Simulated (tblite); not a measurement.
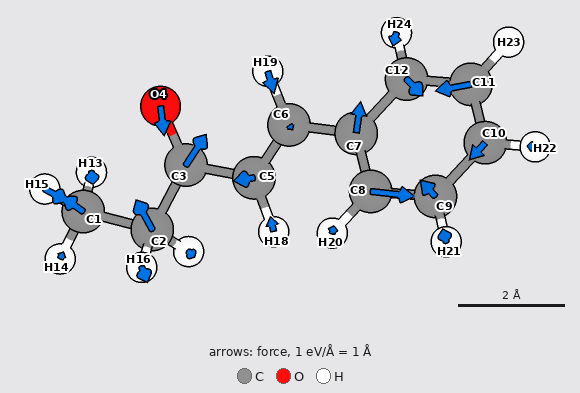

Starting geometry of C11H12O with the computed forces as blue arrows. The picture is a ball-and-stick view, seen at a tilt.

Theory: GFN2-xTB geometry optimisation, gas phase (tblite 0.8.0). 

### What follows when this structure is relaxed?

It isn't relaxed: the largest force vector, on a C atom, is 0.92 eV/Å. The final displacements have little in common with the starting forces (cosine between the two patterns 0.11). After 122 geometry steps the energy has fallen by 11.9 kJ/mol. An H atom moves most after the best rigid fit: 0.69 Å. By element the largest moves are H 0.69 Å, O 0.57 Å, C 0.39 Å. Some distances before and after: C–C 1.496 → 1.471 Å, C–H 1.110 → 1.087 Å, C–C 1.403 → 1.381 Å, C–C 1.464 → 1.448 Å. Among the angles between lasting bonds that change: C–C–C 124.1° → 127.9°, C–C–H 119.4° → 116.4°, H–C–H 110.2° → 107.3°. Groups turn about C–C by about 35°. The run took 1.8 s on 2 threads of Intel(R) Xeon(R) Platinum 8259CL CPU @ 2.50GHz (shared host).
